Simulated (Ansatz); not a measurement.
# doublet GeH2SO+: levels of theory compared

Wanted: a comparison of 6 runs (UHF/3-21G, UB3LYP/6-31G*, U-r2SCAN/def2-SVPD, UB2PLYP/def2-SVPD, UB3LYP/def2-SVPD, UPBE/def2-SVPD) of doublet GeH2SO+. 

The calculation is run with Ansatz 0.2.0.

50 further runs of the same task are left out: 50 set aside as unsound or not needed. Runs told in other sessions of the task aren't counted.

**1. The system as given**

GeH2SO+ has 5 atoms, charge +1, and is taken as a doublet. As SMILES of the parent species, `[OH][Ge][SH]`. The coordinates come from a PBE0-D4/def2-TZVP relaxation. This is one conformer, not always the lowest. That shape belongs to the parent species and isn't relaxed for this state.

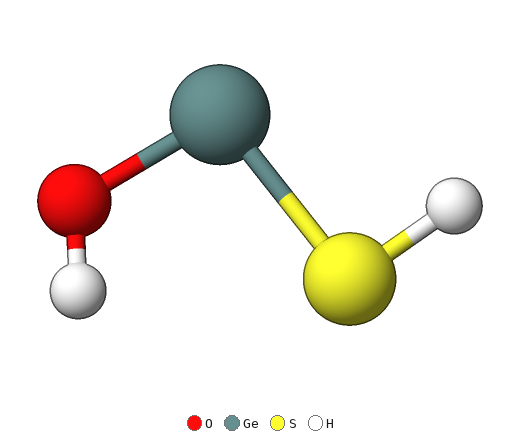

Viewed from a chosen angle; oxygen red, germanium teal, sulfur yellow, hydrogen white.

**2. A single-point energy at UHF/3-21G (run 1)**

molecule.yaml

```yaml
crystal:
  periodic: [false, false, false]
  atoms:
    - {symbol: O, position_ang: [-1.346000, -1.001300, 0.399800]}
    - {symbol: Ge, position_ang: [-0.897400, 0.628900, -0.164200]}
    - {symbol: S, position_ang: [1.343300, 0.336500, -0.206300]}
    - {symbol: H, position_ang: [-0.632500, -1.625200, 0.561400]}
    - {symbol: H, position_ang: [1.582700, 1.587400, -0.632100]}
basis:
  gaussian: {orbitals: 3-21G-spherical.json}
magnetization: {spin_polarized: true, initial_magnetization: 1}
output: {orbitals: {seedname: orbitals}}
accuracy: high
total_charge: 1
hamiltonian: {xc: hf}
```

The basis set 3-21G is read from a file made from the Basis Set Exchange's data (not shown).

The run is started by

```bash
$ ansatz run molecule.yaml --threads 1 --pin off --max-ram 2610MiB --events-out events.jsonl --progress --plain --runs-dir runs
```

The log of the run:

```text
Warning: RAYON_NUM_THREADS=1 ignored (pool sized by the plan → 1); use --threads N
Functional definition: HF
  name "HF"
  exchange = exact_x
  correlation = 0
876 factors; integrals over basis functions are off by at most 4.6e-9 eV
mean field evaluation 1: about -69008.1060 eV, gradient 3.9e1 eV
mean field evaluation 2: about -69008.1186 eV, gradient 3.9e1 eV
mean field evaluation 4: about -69014.4328 eV, gradient 2.9e0 eV
mean field evaluation 8: about -69014.5377 eV, gradient 2.2e-1 eV
mean field evaluation 16: about -69012.3455 eV, gradient 9.5e0 eV
mean field evaluation 32: about -69013.9849 eV, gradient 3.7e0 eV
mean field evaluation 64: about -69014.0419 eV, gradient 5.5e-1 eV
mean field evaluation 96: about -69010.8188 eV, gradient 6.1e0 eV
mean field evaluation 128: about -69014.4744 eV, gradient 7.2e-1 eV
mean field -69014.54068220 eV, -2536.2375903348 hartree, gradient 6.3e-8 eV, S^2 0.795452; 2 other end points of the search recorded, 0 dependent functions left out
reference -69014.54068220 eV, -2536.2375903348 hartree; 29, 28 occupied and 19, 20 virtual orbitals, 876 factors
Total energy: -69014.54068220 eV, -2536.2375903348 hartree
```

It took 2.8 s on 1 thread of Arm Neoverse V2, shared host; peak memory 0.13 GiB.

**3. A single-point energy at UB3LYP/6-31G(d) (spherical functions) (run 2)**

job.yaml

```yaml
crystal:
  periodic: [false, false, false]
  atoms:
    - {symbol: O, position_ang: [-1.346000, -1.001300, 0.399800]}
    - {symbol: Ge, position_ang: [-0.897400, 0.628900, -0.164200]}
    - {symbol: S, position_ang: [1.343300, 0.336500, -0.206300]}
    - {symbol: H, position_ang: [-0.632500, -1.625200, 0.561400]}
    - {symbol: H, position_ang: [1.582700, 1.587400, -0.632100]}
basis:
  gaussian: {orbitals: 6-31G_st_-spherical.json}
total_charge: 1
magnetization: {spin_polarized: true, initial_magnetization: 1}
hamiltonian: {xc: {name: B3LYP}}
accuracy: high
output: {orbitals: {seedname: orbitals}}
```

The basis set 6-31G* is read from a file made from the Basis Set Exchange's data (not shown).

The run is started by

```bash
$ ansatz run job.yaml --threads 1 --pin off --max-ram 2610MiB --events-out events.jsonl --progress --plain --runs-dir runs
```

The log of the run:

```text
Warning: RAYON_NUM_THREADS=1 ignored (pool sized by the plan → 1); use --threads N
Functional definition: B3LYP
  name "B3LYP"
  parameter a0 = 0.2
  parameter ax = 0.72
  parameter ac = 0.81
  exchange = (1 - a0 - ax)*slater_x + ax*b88_x + a0*exact_x
  correlation = (1 - ac)*vwn_rpa_c + ac*lyp_c
1368 factors; integrals over basis functions are off by at most 5.2e-9 eV
mean field evaluation 1: about -69403.2087 eV, gradient 6.1e1 eV
mean field evaluation 2: about -69253.4039 eV, gradient 1.4e2 eV
mean field evaluation 4: about -69414.2262 eV, gradient 2.2e1 eV
mean field evaluation 8: about -69417.9731 eV, gradient 4.7e-1 eV
mean field evaluation 16: about -69418.0697 eV, gradient 3.4e-3 eV
mean field evaluation 32: about -69418.0697 eV, gradient 8.9e-6 eV
mean field -69418.06965153 eV, -2551.0670064361 hartree, gradient 6.5e-8 eV, S^2 0.757711; 3 other end points of the search recorded, 0 dependent functions left out
reference -69418.06968442 eV, -2551.0670076448 hartree; 29, 28 occupied and 39, 40 virtual orbitals, 1368 factors
Total energy: -69418.06968442 eV, -2551.0670076448 hartree
```

Run time: 23 s. Hardware: 1 thread of Arm Neoverse V2, shared host; peak memory 0.3 GiB.

**4. The energy at U-r2SCAN/def2-SVPD (run 3)**

job.yaml

```yaml
crystal:
  periodic: [false, false, false]
  atoms:
    - symbol: O
      position_ang: [-1.346000, -1.001300, 0.399800]
    - symbol: Ge
      position_ang: [-0.897400, 0.628900, -0.164200]
    - symbol: S
      position_ang: [1.343300, 0.336500, -0.206300]
    - symbol: H
      position_ang: [-0.632500, -1.625200, 0.561400]
    - symbol: H
      position_ang: [1.582700, 1.587400, -0.632100]
basis:
  gaussian: {orbitals: def2-SVPD}
total_charge: 1
magnetization: {spin_polarized: true, initial_magnetization: 1}
hamiltonian: {xc: r2scan}
accuracy: high
output: {orbitals: {seedname: orbitals}}
```

The run is started by

```bash
$ ansatz run job.yaml --threads 1 --pin off --max-ram 2610MiB --events-out events.jsonl --progress --plain --runs-dir runs
```

The log of the run:

```text
Warning: RAYON_NUM_THREADS=1 ignored (pool sized by the plan → 1); use --threads N
Functional definition: r2SCAN
  name "r2SCAN"
  parameter k0 = 0.174
  parameter k1 = 0.065
  parameter a1 = 4.9479
  exchange = r2scan_x(k0 = k0, k1 = k1, a1 = a1)
  correlation = r2scan_c
1965 factors; integrals over basis functions are off by at most 4.4e-9 eV
mean field evaluation 1: about -69394.7892 eV, gradient 6.4e1 eV
mean field evaluation 2: about -69219.3306 eV, gradient 1.4e2 eV
mean field evaluation 4: about -69403.1113 eV, gradient 3.3e1 eV
mean field evaluation 8: about -69411.3872 eV, gradient 2.5e-1 eV
mean field evaluation 16: about -69411.3882 eV, gradient 1.1e-3 eV
mean field evaluation 32: about -69411.3882 eV, gradient 1.5e-7 eV
mean field -69411.38822421 eV, -2550.8214685108 hartree, gradient 6.9e-8 eV, S^2 0.761228; 3 other end points of the search recorded, 0 dependent functions left out
reference -69411.38823535 eV, -2550.8214689203 hartree; 29, 28 occupied and 75, 76 virtual orbitals, 1965 factors
Total energy: -69411.38823535 eV, -2550.8214689203 hartree
```

Run time: 49 s. Hardware: 1 thread of Arm Neoverse V2, shared host; peak memory 0.44 GiB.

Runs 4 to 5 aren't shown in full; the table further down has their settings and results.

**5. A single-point energy at UPBE/def2-SVPD (run 6)**

job.yaml

```yaml
crystal:
  periodic: [false, false, false]
  atoms:
    - {symbol: O, position_ang: [-1.346000, -1.001300, 0.399800]}
    - {symbol: Ge, position_ang: [-0.897400, 0.628900, -0.164200]}
    - {symbol: S, position_ang: [1.343300, 0.336500, -0.206300]}
    - {symbol: H, position_ang: [-0.632500, -1.625200, 0.561400]}
    - {symbol: H, position_ang: [1.582700, 1.587400, -0.632100]}
basis:
  gaussian: {orbitals: def2-SVPD}
hamiltonian: {xc: {name: PBE}}
accuracy: high
total_charge: 1
output: {orbitals: {seedname: orbitals}}
magnetization: {spin_polarized: true, initial_magnetization: 1}
```

The run is started by

```bash
$ ansatz run job.yaml --threads 1 --pin off --max-ram 2610MiB --events-out events.jsonl --progress --plain --runs-dir runs
```

The log of the run:

```text
Warning: RAYON_NUM_THREADS=1 ignored (pool sized by the plan → 1); use --threads N
Functional definition: PBE
  name "PBE"
  parameter kappa = 0.804
  parameter beta = 0.06672455060314922
  exchange = pbe_x(kappa = kappa, mu = beta*pi^2/3)
  correlation = pbe_c(beta = beta)
1965 factors; integrals over basis functions are off by at most 4.4e-9 eV
mean field evaluation 1: about -69378.8023 eV, gradient 7.0e1 eV
mean field evaluation 2: about -69184.1685 eV, gradient 1.5e2 eV
mean field evaluation 4: about -69387.8601 eV, gradient 3.7e1 eV
mean field evaluation 8: about -69398.0472 eV, gradient 2.8e0 eV
mean field evaluation 16: about -69398.1089 eV, gradient 1.9e-3 eV
mean field evaluation 32: about -69398.1089 eV, gradient 1.6e-7 eV
mean field -69398.10888112 eV, -2550.3334616536 hartree, gradient 7.6e-8 eV, S^2 0.754528; 5 other end points of the search recorded, 0 dependent functions left out
reference -69398.10888544 eV, -2550.3334618124 hartree; 29, 28 occupied and 75, 76 virtual orbitals, 1965 factors
Total energy: -69398.10888544 eV, -2550.3334618124 hartree
```

It took 23 s on 1 thread of Arm Neoverse V2, shared host; peak memory 0.33 GiB.

**6. All runs side by side**

| run | level | frozen core orbitals | energy (Eh) | HOMO energy (eV) | LUMO energy (eV) | ⟨S²⟩ | wall time |
| --- | --- | --- | --- | --- | --- | --- | --- |
| 1 | UHF/3-21G | – | -2536.237590 | -17.10 | -8.06 | 0.795 | 2.8 s |
| 2 | UB3LYP/6-31G* (spherical functions) | – | -2551.067008 | -13.80 | -12.10 | 0.758 | 23 s |
| 3 | U-r2SCAN/def2-SVPD | – | -2550.821469 | -13.15 | -12.44 | 0.761 | 49 s |
| 4 | UB2PLYP/def2-SVPD | 15 | -2550.319593 | -15.13 | -10.50 | 0.771 | 44 s |
| 5 | UB3LYP/def2-SVPD | – | -2550.952975 | -13.87 | -12.14 | 0.758 | 41 s |
| 6 | UPBE/def2-SVPD | – | -2550.333462 | -12.87 | -12.69 | 0.755 | 23 s |

**7. What came out**

| quantity | value |
| --- | --- |
| run 6: total energy | -2550.33346 Eh |
| run 6: HOMO energy (highest over α and β) | -12.87 eV |
| run 6: LUMO energy (lowest over α and β) | -12.69 eV |
| run 6: ⟨S²⟩ | 0.755 |

In words: Totals of different functionals can't be ranked against each other. All runs together took 3.1 min, the longest 49 s.
